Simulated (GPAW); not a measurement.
Polymorphs of TiO2 told apart by optics

Method, alike for all: GPAW, PBE, RPA, without spin-orbit coupling, line width 0.12 eV (Lorentzian).

Structure 1:

Symmetry: P4_2/mnm, No. 136, tetragonal system. Conventional cell: a = 4.592 Å, b = 4.592 Å, c = 2.957 Å, α = 90.00°, β = 90.00°, γ = 90.00°. Ti on site a has 6 O at 1.95 to 1.98 Å as nearest neighbours. O on site f is surrounded by 3 Ti at 1.95 to 1.98 Å.

Structure 2:

The structure is tetragonal, space group I4_1/amd (No. 141). The conventional cell has a = 3.784 Å, b = 3.784 Å, c = 9.515 Å, α = 90.00°, β = 90.00°, γ = 90.00°. Around Ti on site a lie 6 O at 1.93 to 1.98 Å. O on site e is surrounded by 3 Ti at 1.93 to 1.98 Å.

Spectrum A:

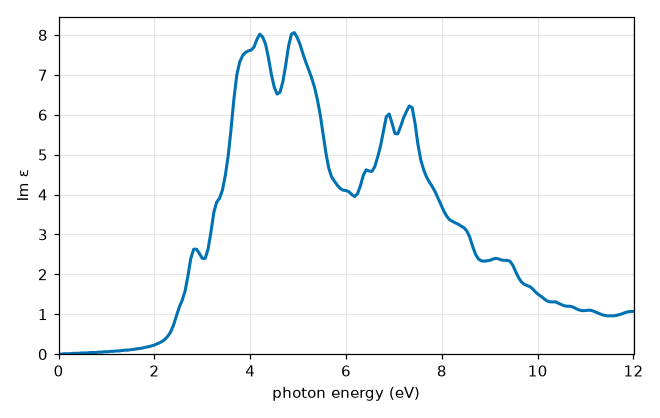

Spectrum B:

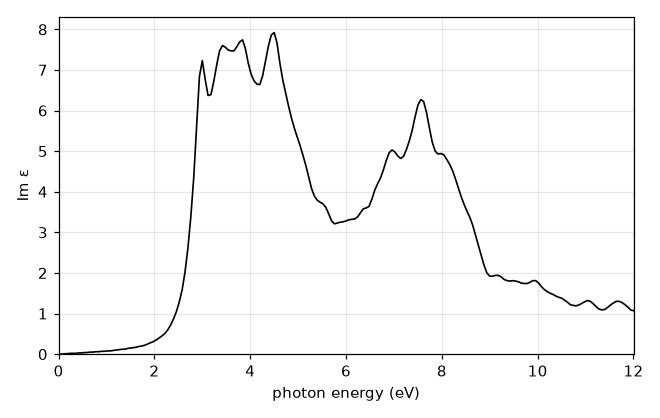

Q: Match each spectrum to its structure.

A: B is structure 1 (P4_2/mnm, 10.4 Å³ an atom): ε∞ = 6.49 along the first axis, strongest peak along the first axis at 4.48 eV. A is structure 2 (I4_1/amd, 11.4 Å³ an atom): ε∞ = 6.07 along the first axis, strongest peak along the first axis at 4.90 eV.
